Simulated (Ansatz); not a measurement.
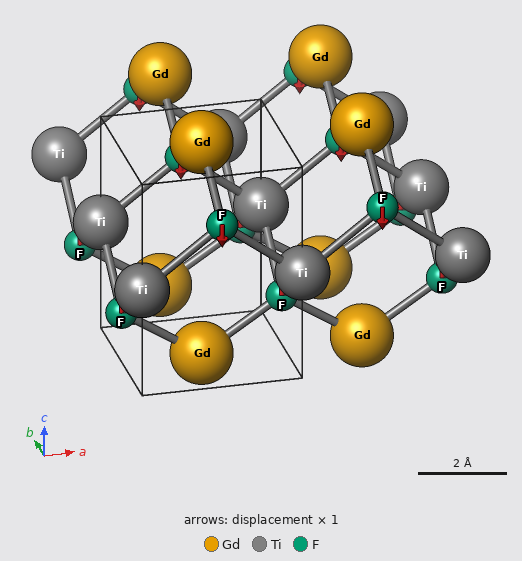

This is a relaxation of solid GdTiF2 (a generated structure, set up in P-4m2) (coarse preliminary run). The starting structure is drawn; red arrows show the displacements (the part carried along by the change of the cell is left out), at their true length.

Style: ball-and-stick. Shown: the cell of the calculation, repeated 2 × 2 × 1 with one cell outlined, from a free direction.

Method: Ansatz 0.2.0, DFT PBE, scalar-relativistic, plane waves, PAW. Set-up: plane-wave cutoff 420 eV; k-point mesh 4 × 4 × 4; occupations gaussian; smearing width 0.1 eV; collinear spin; cell and atoms relaxed; force threshold 0.04 eV/Å; at most 70 steps.

Question: Which element moves most?

Answer: Fluorine: up to 0.57 Å, against 0.00 Å for gadolinium.

Question: What did the optimiser do to the structure, and how much energy did it gain?

Answer: After 6 accepted moves (8 points after the start) the energy has fallen by 83.2 meV per atom. The largest force component goes from 0.67 to 0.0012 eV/Å. Pressure: 3.23 GPa at the start and −0.19 GPa at the end. The line search rejected the trial step at point 5 of the run. The SCF was repeated once at an unchanged geometry on a basis and grid sized afresh for the cell, which shifted the energy by 1.2 meV per atom at most. The largest moves relative to the cell, 0.57 Å, are those of F atoms. Gd and Ti stay in place. The volume changes by −3.8 %, with a = b 3.766 → 3.731 Å (−0.9 %), c 5.294 → 5.189 Å (−2.0 %). Among the contacts that change: F–Gd 2.249 → 2.577 Å, F–Ti 2.357 → 2.036 Å. Bond angles that change, for instance: Ti–F–Ti 106.1° → 132.7°, F–Ti–F 106.1° → 132.7°, Gd–F–Gd 113.7° → 92.7°. The space group stays P-4m2 (No. 115).

Limits of the set-up: the k-point mesh is coarse for a cell with partly filled bands.
